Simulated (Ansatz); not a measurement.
# GeH$_{5}$Si$_{2}$ (SMILES [SiH2]=[Ge][SiH3]) (doublet): what the fields show

```yaml
atoms:
  - { symbol: Ge, position_ang: [1.6070, 0.2108, -0.5027] }
  - { symbol: Si, position_ang: [2.7954, -1.5112, 0.5165] }
  - { symbol: Si, position_ang: [0.6161, 0.8218, 1.6562] }
  - { symbol: H, position_ang: [3.4308, -2.6431, -0.2334] }
  - { symbol: H, position_ang: [3.3400, -1.5281, 1.9141] }
  - { symbol: H, position_ang: [0.3656, 2.2985, 1.6949] }
  - { symbol: H, position_ang: [1.4250, 0.4616, 2.8665] }
  - { symbol: H, position_ang: [-0.7151, 0.1406, 1.7697] }
```

Geometry: PBE0-D3(BJ)/def2-SVP.

These are results of isolated molecule in a Gaussian basis; Kohn-Sham density functional theory, functional PBE0 (Ansatz 0.2.0), not measurements.

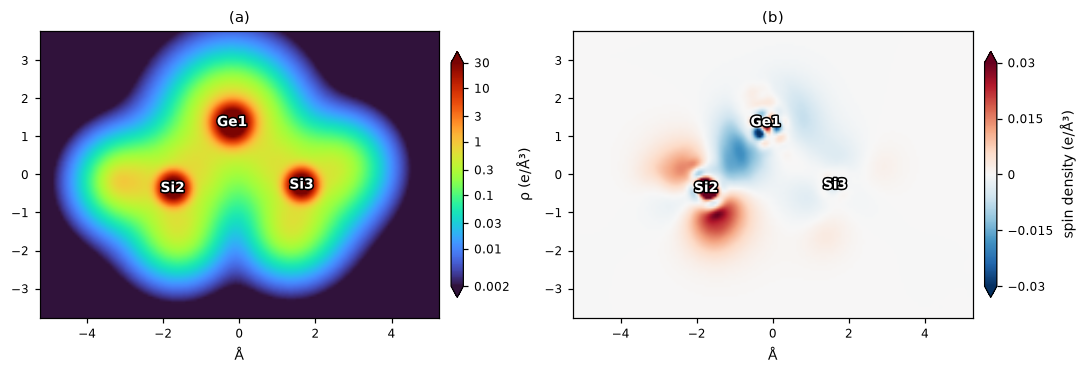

Figure 1. (a) electron density; (b) spin density (α minus β) on the plane of atoms Si2, Ge1 and Si3.

What do the fields say about this system?

Answer. The plane passes through Ge and Si nuclei.
Si–Ge (2.33 Å): ρ at the midpoint is about 0.59 e/Å³.
Si–Ge (2.45 Å): the density is about 0.53 e/Å³ at the midpoint.
The unpaired spin (1 electron) lies mostly on Si2 (about 0.5) and Ge1 (about 0.4), in electrons by Hirshfeld's partition.

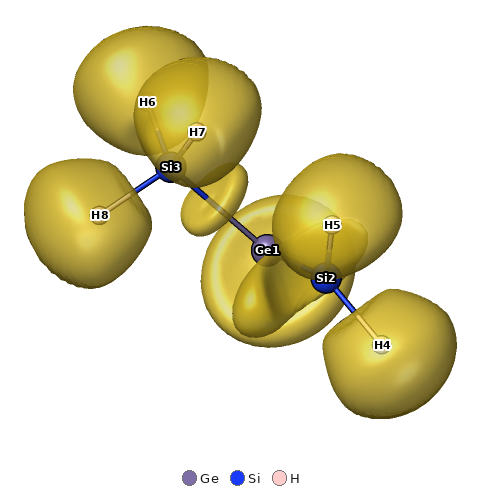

Figure 2. Isosurface of the ELF at 0.8 (yellow), seen at an oblique angle. Core shells and regions of very low density are left out.

Describe the localisation domains.

Answer. The ELF exceeds this value in one region between bonded Ge–Si atoms (shared pairs), five regions around hydrogen nuclei, one region on Si in which the atom's valence shell and bonds are merged and one lobe on Ge, pointing away from the bonds (non-bonding electrons).


Si–Ge (2.33 Å): the ELF peaks at about 0.90 between the atoms, as expected for a shared electron pair. Si–H (1.50 Å): the ELF climbs to about 1 towards the hydrogen, as it does in any bond to H.

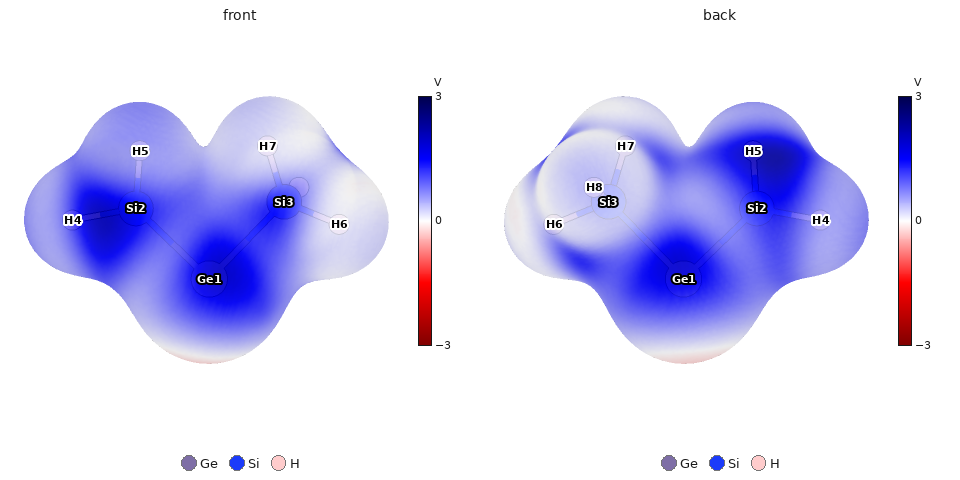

Figure 3. The molecular electrostatic potential painted on the density surface at 0.004 e/bohr³, seen from the front and from behind; the colour scale runs from red (negative) to blue (positive).

Which sites attract a positive test charge, and which a negative one?

Answer. A positive charge is drawn to the negative regions and a negative charge to the positive ones. The most negative region (about −0.2 V) lies over Ge1, the most positive (about +2.1 V) over Si2.

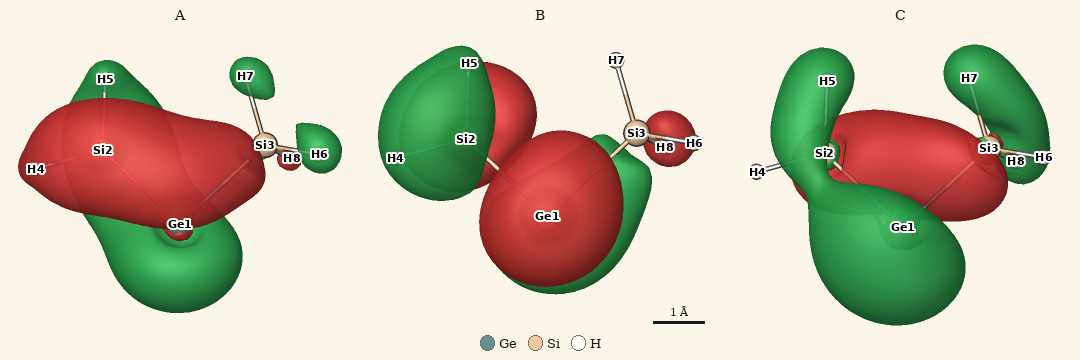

Figure 4. Three frontier orbitals at ±0.08 Å⁻³ᐟ² (green and red are the two phases), in no order.

Which picture is the HOMO−1, the HOMO and the LUMO? All are α orbitals.

Answer. C is the HOMO−1 (α) (−6.85 eV). By Hirshfeld shares it lies mainly on Ge1 (about 50 %), Si2 (about 20 %) and Si3 (about 15 %). A is the HOMO (α) (−6.38 eV). It lies mainly on Ge1 (about 45 %), Si2 (about 40 %) and Si3 (about 10 %); π-bonding across Ge1–Si2. B is the LUMO (α) (−2.63 eV). It lies mainly on Ge1 (about 50 %), Si2 (about 35 %) and Si3 (about 5 %); π-antibonding (π*) across Ge1–Si2.

What is the gap between the highest occupied and lowest empty α orbitals?

Answer. 3.75 eV between the orbital energies.
